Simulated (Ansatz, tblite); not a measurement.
Breaking a bond: SMILES [Si](O)([O][Al]([CH3])[CH3])(O)O (C2H9AlO4Si). The Al1–C14 bond (Al1 also carries C, O; C14 carries H, H, H) is pulled apart rigidly from the PBE0/def2-SVP optimised geometry.

```
17

Al     0.0000     0.0000     0.0000
C     -0.0218    -1.5601    -1.1679
H     -1.0475    -1.7635    -1.5230
H      0.3421    -2.4784    -0.6806
H      0.5913    -1.3670    -2.0632
O      0.0000     1.5595    -0.7411
Si     0.2227     2.2813    -2.1854
O      1.4036     1.4122    -2.9508
O      0.6063     3.8745    -1.9529
O     -1.0969     2.2851    -3.1779
H      1.4814     1.5725    -3.8955
H      1.0585     4.0634    -1.1260
H     -1.6475     3.0696    -3.1020
C      0.0000     0.0000     1.9502
H      0.9579     0.3871     2.3391
H     -0.1488    -1.0028     2.3806
H     -0.7864     0.6624     2.3491
```

Computed with: RKS-PBE = restricted PBE/def2-SVP (Ansatz, a program for electronic structure); RKS-BLYP = Ansatz with restricted BLYP/def2-SVP; GFN2-xTB, 300 K electronic temperature (tblite).

Energies are in kJ/mol, each relative to the lowest point of its own curve near equilibrium.

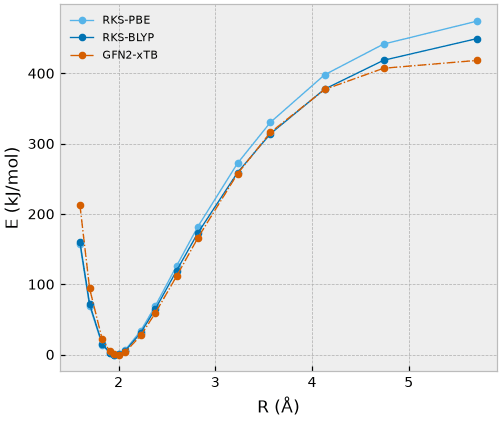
Fig. 1. Energy against bond length for each method.

| R / Å | RKS-PBE | RKS-BLYP | GFN2-xTB |
|---|---|---|---|
| 1.60 | 157.4 | 160.8 | 213.1 |
| 1.70 | 69.7 | 72.2 | 94.3 |
| 1.83 | 14.3 | 15.5 | 21.9 |
| 1.91 | 1.9 | 2.3 | 4.6 |
| 1.95 | 0.0 | 0.0 | 1.0 |
| 2.00 | 0.8 | 0.3 | 0.0 |
| 2.07 | 6.7 | 5.5 | 3.8 |
| 2.23 | 34.0 | 31.1 | 27.2 |
| 2.38 | 69.2 | 64.7 | 59.1 |
| 2.60 | 126.1 | 119.4 | 111.5 |
| 2.82 | 182.0 | 173.0 | 166.0 |
| 3.23 | 272.1 | 258.9 | 257.3 |
| 3.57 | 330.4 | 314.1 | 316.0 |
| 4.13 | 398.0 | 377.6 | 377.0 |
| 4.74 | 441.7 | 418.6 | 407.3 |
| 5.71 | 474.4 | 449.6 | 418.5 |

At the longest distance, 5.71 Å, RKS-PBE lies highest above its minimum (474.4 kJ/mol) and GFN2-xTB lowest (418.5 kJ/mol).

The restricted form behind RKS-PBE, RKS-BLYP keeps the bonding electrons paired and can't separate into open-shell fragments.
